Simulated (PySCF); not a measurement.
**Solver options tried on CoO2⁻ (triplet)**

The same problem is solved with other solver options, one edit a run.

Computed with PySCF 2.14.0. Level: method and basis as typed in the scripts.

3 further runs of the same task are left out: 3 that didn't finish.

**1. Where the work starts**

CoO2⁻ (triplet): 3 atoms, charge -1, spin multiplicity 3.

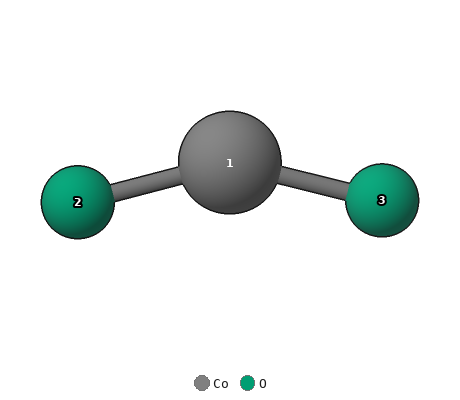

Start geometry, drawn with cobalt grey, oxygen teal; atoms are numbered from 1 in the order of the file.

As a file:

```
Co    0.0911   -0.1360    0.0000
O    -0.1361    0.2032    1.6025
O    -0.1361    0.2032   -1.6025
```

**2. Base script**

input.py

```python
from pyscf import gto, scf, mp

mol = gto.M(
    atom='Co 0.0911 -0.136 0; O -0.1361 0.2032 1.6025; O -0.1361 0.2032 -1.6025',
    basis='def2-svp',
    charge=-1,
    spin=2,
    verbose=4,
)
mf = scf.UHF(mol)
mf.level_shift = 0.3
mf = mf.newton()
mf.kernel()
mp.MP2(mf, frozen=7).kernel()
mf.dip_moment()
print('orbital energies (hartree):', [e[max(0, n-3):n+3].round(4) for e, n in zip(mf.mo_energy, mol.nelec)])
```

Command:

```sh
> OMP_NUM_THREADS=1 python input.py
```

Its log is not repeated here.

In short: E(SCF) = -1530.687314 Eh, 8 macro-iterations, E(MP2) − E(SCF) = -0.62199 Eh, ⟨S²⟩ = 3.484.

⟨S²⟩ = 3.48 against 2.00 for a pure state: the determinant is spin-contaminated. The dipole of an ion depends on the origin. No search for the lowest state was made; open d or f shells can end in a higher solution. The triplet is typed in the script; nothing here shows that it is the ground state.

**3. Level shift 1 hartree**

Variant 1 changes level shift: 0.3 hartree → 1 hartree.

Edit input.py of step 2 so:

```diff
@@ -10,3 +10,3 @@
 mf = scf.UHF(mol)
-mf.level_shift = 0.3
+mf.level_shift = 1.0
 mf = mf.newton()
```

Command:

```sh
> OMP_NUM_THREADS=1 python input.py
```

Output:

```text
PySCF version 2.14.0

[INPUT] verbose = 4
[INPUT] num. atoms = 3
[INPUT] num. electrons = 44
[INPUT] charge = -1
[INPUT] spin (= nelec alpha-beta = 2S) = 2
[INPUT] symmetry False subgroup None
[INPUT] Mole.unit = angstrom
[INPUT] Symbol           X                Y                Z      unit          X                Y                Z       unit  Magmom
[INPUT]  1 Co     0.091100000000  -0.136000000000   0.000000000000 AA    0.172154049948  -0.257002752941   0.000000000000 Bohr   0.0
[INPUT]  2 O     -0.136100000000   0.203200000000   1.602500000000 AA   -0.257191725553   0.383992348512   3.028286114616 Bohr   0.0
[INPUT]  3 O     -0.136100000000   0.203200000000  -1.602500000000 AA   -0.257191725553   0.383992348512  -3.028286114616 Bohr   0.0

nuclear repulsion = 148.806294961631
number of shells = 23
number of NR pGTOs = 121
number of NR cGTOs = 59
basis = def2-svp
ecp = {}

******** <class 'pyscf.soscf.newton_ah.SecondOrderUHF'> ********
method = SecondOrderUHF
initial guess = minao
damping factor = 0
level_shift factor = 1.0
DIIS = <class 'pyscf.scf.diis.CDIIS'>
diis_start_cycle = 1
diis_space = 8
diis_damp = 0
SCF conv_tol = 1e-09
SCF conv_tol_grad = None
SCF max_cycles = 50
direct_scf = True
direct_scf_tol = 1e-13
number electrons alpha = 23  beta = 21
******** <class 'pyscf.scf.uhf.UHF'> Newton solver flags ********
SCF tol = 1e-09
conv_tol_grad = None
max. SCF cycles = 50
direct_scf = True
direct_scf_tol = 1e-13
max_cycle_inner = 12
max_stepsize = 0.05
ah_start_tol = 1e+09
ah_level_shift = 0
ah_conv_tol = 1e-12
ah_lindep = 1e-14
ah_start_cycle = 1
ah_max_cycle = 40
ah_grad_trust_region = 2.5
kf_interval = 4
kf_trust_region = 5
canonicalization = True
Set conv_tol_grad to 3.16228e-05
[... the frontier-level lines of each cycle are left out ...]

Initial guess E= -1525.8528908787  |g|= 3.30713
macro= 0  E= -1529.89263202018  delta_E= -4.03974  |g|= 1.19517  3 KF 15 JK
macro= 1  E= -1530.5381985095  delta_E= -0.645566  |g|= 0.422827  3 KF 16 JK
macro= 2  E= -1530.65534997313  delta_E= -0.117151  |g|= 0.129998  3 KF 19 JK
macro= 3  E= -1530.67142569576  delta_E= -0.0160757  |g|= 0.02786  4 KF 19 JK
macro= 4  E= -1530.68614340105  delta_E= -0.0147177  |g|= 0.0255017  3 KF 12 JK
macro= 5  E= -1530.68731390711  delta_E= -0.00117051  |g|= 0.000458067  4 KF 18 JK
macro= 6  E= -1530.68731398662  delta_E= -7.95114e-08  |g|= 2.56796e-05  2 KF 13 JK
macro= 7  E= -1530.68731398661  delta_E= 2.04636e-12  |g|= 5.77902e-06  1 KF 2 JK
Canonicalize SCF orbitals
macro X = 8  E=-1530.68731398661  |g|= 5.77902e-06  total 24 KF 123 JK
converged SCF energy = -1530.68731398661  <S^2> = 3.4835965  2S+1 = 3.8645033

******** <class 'pyscf.mp.ump2.UMP2'> ********
nocc = (np.int64(16), np.int64(14)), nmo = (52, 52)
frozen orbitals 7
E(UMP2) = -1531.30930759343  E_corr = -0.621993606811793
E(SCS-UMP2) = -1531.26516932852  E_corr = -0.577855341908545
E_corr(same-spin) = -0.194465753383392
E_corr(oppo-spin) = -0.427527853428401

WARN: System has nonzero charge -1; the dipole moment is origin-dependent.
Location of origin: [0. 0. 0.]

Dipole moment(X, Y, Z, Debye): -0.06658,  0.09937,  0.00013
orbital energies (hartree): [array([-0.213 , -0.1966, -0.0069,  0.2666,  0.322 ,  0.4474]), array([-0.2682, -0.2591, -0.184 ,  0.2491,  0.4815,  0.4825])]
```

Wall time 3.9 s (1 thread of Arm Neoverse N1, shared host).

Outcome: E(SCF) = -1530.687314 Eh (no change), 8 macro-iterations, E(MP2) − E(SCF) = -0.62199 Eh, ⟨S²⟩ = 3.484.

**4. DIIS space 12**

Variant 2 changes DIIS space: default → 12.

Edit input.py of step 2 so:

```diff
@@ -11,2 +11,3 @@
 mf.level_shift = 0.3
+mf.diis_space = 12
 mf = mf.newton()
```

Command:

```sh
> OMP_NUM_THREADS=1 python input.py
```

Output:

```text
[... 25 set-up lines left out, the same as in an earlier log ...]
level_shift factor = 0.3
[... 2 set-up lines left out, the same as in an earlier log ...]
diis_space = 12
[... 33 set-up lines left out, the same as in an earlier log ...]
macro= 0  E= -1529.89263202018  delta_E= -4.03974  |g|= 1.19517  3 KF 15 JK
macro= 1  E= -1530.5381985095  delta_E= -0.645566  |g|= 0.422827  3 KF 16 JK
macro= 2  E= -1530.65534997313  delta_E= -0.117151  |g|= 0.129998  3 KF 19 JK
macro= 3  E= -1530.67142569576  delta_E= -0.0160757  |g|= 0.02786  4 KF 19 JK
macro= 4  E= -1530.68614340105  delta_E= -0.0147177  |g|= 0.0255017  3 KF 12 JK
macro= 5  E= -1530.68731390711  delta_E= -0.00117051  |g|= 0.000458067  4 KF 18 JK
macro= 6  E= -1530.68731398662  delta_E= -7.95114e-08  |g|= 2.56796e-05  2 KF 13 JK
macro= 7  E= -1530.68731398661  delta_E= 2.04636e-12  |g|= 5.77902e-06  1 KF 2 JK
Canonicalize SCF orbitals
macro X = 8  E=-1530.68731398661  |g|= 5.77902e-06  total 24 KF 123 JK
converged SCF energy = -1530.68731398661  <S^2> = 3.4835965  2S+1 = 3.8645033

******** <class 'pyscf.mp.ump2.UMP2'> ********
nocc = (np.int64(16), np.int64(14)), nmo = (52, 52)
frozen orbitals 7
E(UMP2) = -1531.30930759343  E_corr = -0.621993606811793
E(SCS-UMP2) = -1531.26516932852  E_corr = -0.577855341908545
E_corr(same-spin) = -0.194465753383392
E_corr(oppo-spin) = -0.427527853428401

WARN: System has nonzero charge -1; the dipole moment is origin-dependent.
Location of origin: [0. 0. 0.]

Dipole moment(X, Y, Z, Debye): -0.06658,  0.09937,  0.00013
orbital energies (hartree): [array([-0.213 , -0.1966, -0.0069,  0.2666,  0.322 ,  0.4474]), array([-0.2682, -0.2591, -0.184 ,  0.2491,  0.4815,  0.4825])]
```

Wall time 3.9 s (1 thread of Arm Neoverse N1, shared host).

Result: E(SCF) = -1530.687314 Eh (no change), 8 macro-iterations, E(MP2) − E(SCF) = -0.62199 Eh, ⟨S²⟩ = 3.484.

**5. Convergence threshold 1e-07 hartree**

Variant 3 changes convergence threshold: default → 1e-07 hartree.

Edit input.py of step 2 so:

```diff
@@ -10,2 +10,3 @@
 mf = scf.UHF(mol)
+mf.conv_tol = 1e-07
 mf.level_shift = 0.3
```

Command:

```sh
> OMP_NUM_THREADS=1 python input.py
```

Output:

```text
[... 30 set-up lines left out, the same as in an earlier log ...]
SCF conv_tol = 1e-07
[... 6 set-up lines left out, the same as in an earlier log ...]
SCF tol = 1e-07
[... 16 set-up lines left out, the same as in an earlier log ...]
Set conv_tol_grad to 0.000316228
[... 7 set-up lines left out, the same as in an earlier log ...]
macro= 0  E= -1529.89263202018  delta_E= -4.03974  |g|= 1.19517  3 KF 15 JK
macro= 1  E= -1530.5381985095  delta_E= -0.645566  |g|= 0.422827  3 KF 16 JK
macro= 2  E= -1530.65534997313  delta_E= -0.117151  |g|= 0.129998  3 KF 19 JK
macro= 3  E= -1530.67142569576  delta_E= -0.0160757  |g|= 0.02786  4 KF 19 JK
macro= 4  E= -1530.68614340105  delta_E= -0.0147177  |g|= 0.0255017  3 KF 12 JK
macro= 5  E= -1530.68731390711  delta_E= -0.00117051  |g|= 0.000458067  3 KF 16 JK
macro= 6  E= -1530.68731393857  delta_E= -3.14649e-08  |g|= 0.000143504  1 KF 3 JK
Canonicalize SCF orbitals
macro X = 7  E=-1530.68731393857  |g|= 0.000143504  total 21 KF 108 JK
converged SCF energy = -1530.68731393857  <S^2> = 3.4831828  2S+1 = 3.8642892

******** <class 'pyscf.mp.ump2.UMP2'> ********
nocc = (np.int64(16), np.int64(14)), nmo = (52, 52)
frozen orbitals 7
E(UMP2) = -1531.30935588207  E_corr = -0.622041943503115
E(SCS-UMP2) = -1531.26521117049  E_corr = -0.577897231915796
E_corr(same-spin) = -0.194484346486087
E_corr(oppo-spin) = -0.427557597017028

WARN: System has nonzero charge -1; the dipole moment is origin-dependent.
Location of origin: [0. 0. 0.]

Dipole moment(X, Y, Z, Debye): -0.06592,  0.09838,  0.00063
orbital energies (hartree): [array([-0.2129, -0.1965, -0.0069,  0.2666,  0.322 ,  0.4474]), array([-0.2682, -0.2591, -0.184 ,  0.2491,  0.4815,  0.4825])]
```

Wall time 3.6 s (1 thread of Arm Neoverse N1, shared host).

This run: E(SCF) = -1530.687314 Eh (no change), 7 macro-iterations, E(MP2) − E(SCF) = -0.62204 Eh, ⟨S²⟩ = 3.483.

**6. Side by side**

```csv
run,E(SCF) (hartree),from base (eV),cycles,"gap, α spin (eV)",after the SCF
base,-1530.687314,0,8 macro,7.44,"MP2 correlation -16.925 eV, core frozen"
level shift 1 hartree,-1530.687314,0.0000,8 macro,7.44,"MP2 correlation -16.925 eV, core frozen"
DIIS space 12,-1530.687314,0.0000,8 macro,7.44,"MP2 correlation -16.925 eV, core frozen"
convergence threshold 1e-07 hartree,-1530.687314,0.0000,7 macro,7.44,"MP2 correlation -16.927 eV, core frozen"
```

Wall time on 1 thread of Arm Neoverse N1, shared host, start-up included: base 3.9 s; level shift 1 hartree 3.9 s; DIIS space 12 3.9 s; convergence threshold 1e-07 hartree 3.6 s.

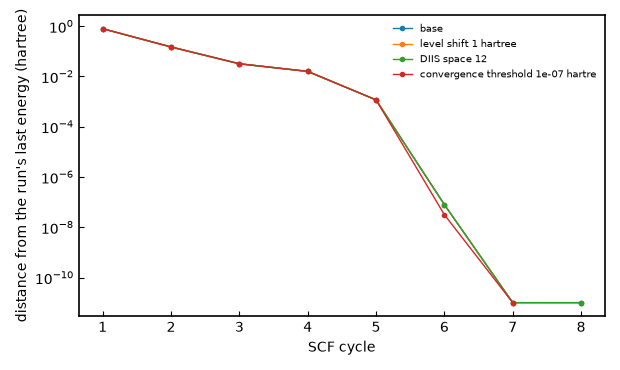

How each run approaches its own final energy.

What this shows: The SCF energy stays the same, to the digits that matter, with level shift 1 hartree or DIIS space 12 or convergence threshold 1e-07 hartree. The cycles with level shift 1 hartree or DIIS space 12 repeat those of the base digit for digit, so the setting never acted.
